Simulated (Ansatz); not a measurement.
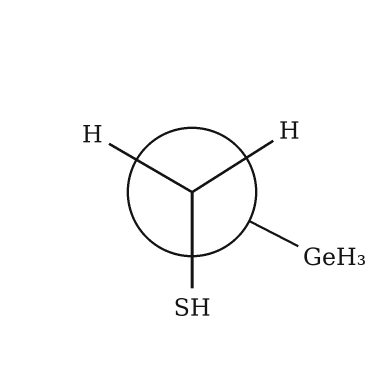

A Newman projection along the C–S bond, carbon in front; angles are drawn as computed, but eclipsed bonds slightly apart. Computed geometry: PBE-D4/def2-SVP optimisation. No frequency run is at hand to confirm it as a minimum.

**Which molecule is it?**

CH6GeS2, SC[S][GeH3]

**What is the torsion angle from the front SH to the back GeH3? The sign is positive where the front bond must turn clockwise to cover the back bond.**

−63°, synclinal (gauche).
